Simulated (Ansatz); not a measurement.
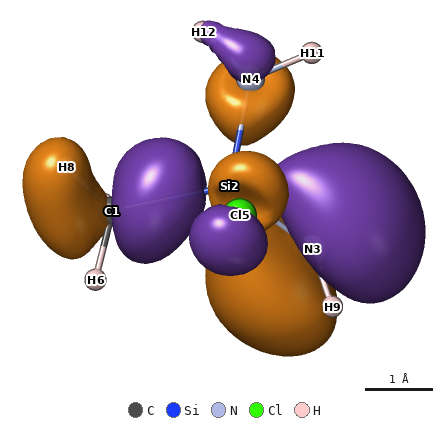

The picture shows: CH7ClN2Si (SMILES C[Si](N)(N)Cl). The HOMO at ±0.08 Å⁻³ᐟ² (orange and purple are the two phases), seen across its widest extent.

Geometry: PBE0-D4/def2-TZVP.

Theory: RKS PBE0-D4/def2-TZVPP in Ansatz.

The calculation's input:

```
crystal:
  periodic: [false, false, false]
  atoms:
    - {symbol: C, position_ang: [-0.738051, 0.993685, 1.003319]}
    - {symbol: Si, position_ang: [0.016066, 0.006966, -0.377215]}
    - {symbol: N, position_ang: [1.712642, -0.050164, -0.505384]}
    - {symbol: N, position_ang: [-0.522217, -1.600377, -0.220024]}
    - {symbol: Cl, position_ang: [-0.558260, 0.967980, -2.134491]}
    - {symbol: H, position_ang: [-0.436398, 2.040362, 0.930064]}
    - {symbol: H, position_ang: [-0.413408, 0.607200, 1.972859]}
    - {symbol: H, position_ang: [-1.829961, 0.958379, 0.965774]}
    - {symbol: H, position_ang: [2.225005, 0.650700, -1.011722]}
    - {symbol: H, position_ang: [2.274425, -0.529824, 0.177369]}
    - {symbol: H, position_ang: [-0.196454, -2.302055, -0.865454]}
    - {symbol: H, position_ang: [-1.456488, -1.798152, 0.098906]}
basis:
  gaussian: {orbitals: def2-TZVPP}
hamiltonian: {xc: pbe0, dispersion: d4}
output: {orbitals: {seedname: orbitals}}
```

Launched as:

```sh
ansatz run in.yaml --threads 4 --pin off --events-out ev --progress --plain --max-ram 10444MiB
```

**What is the character of this orbital?**

By Hirshfeld shares it lies mainly on N3 (about 60 %), Si2 (about 10 %) and C1 (about 10 %). Its energy is −7.51 eV.
